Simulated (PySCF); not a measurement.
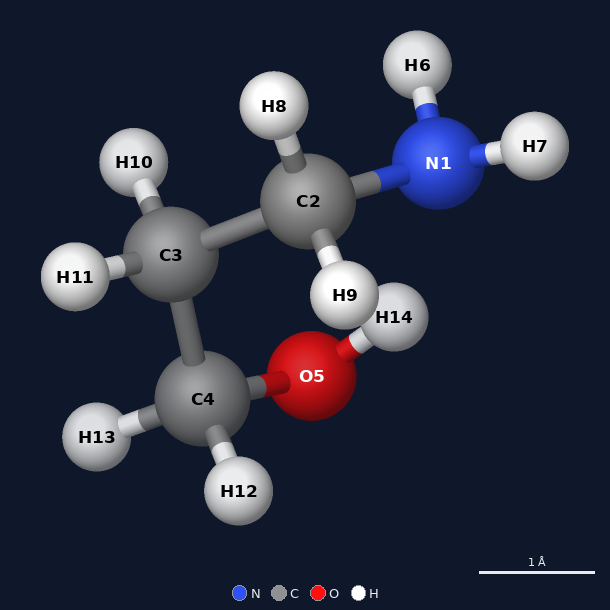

The atoms are numbered. The computed structure is the end point of a PBE0-D3(BJ)/def2-TZVP optimisation. No frequency run is at hand to confirm it as a minimum.

Describe the coordination of atom 5.

Answer. O5 has 2 neighbours (C4 at 1.41, H14 at 0.97 Å); the arrangement is bent.

Describe the coordination of atom 4.

Answer. C4 has 4 neighbours (C3 at 1.52, O5 at 1.41, H12 at 1.10, H13 at 1.09 Å); the arrangement is tetrahedral.

How are the neighbours of atom 3 arranged?

Answer. C3 has 4 neighbours (C2 at 1.52, C4 at 1.52, H10 at 1.10, H11 at 1.10 Å); the arrangement is tetrahedral.

Describe the coordination of atom 1.

Answer. N1 has 3 neighbours (C2 at 1.46, H6 at 1.01, H7 at 1.01 Å); the arrangement is trigonal pyramidal.

What is the dihedral angle N1–C2–C3–C4?

Answer. 61° in size, that is gauche.
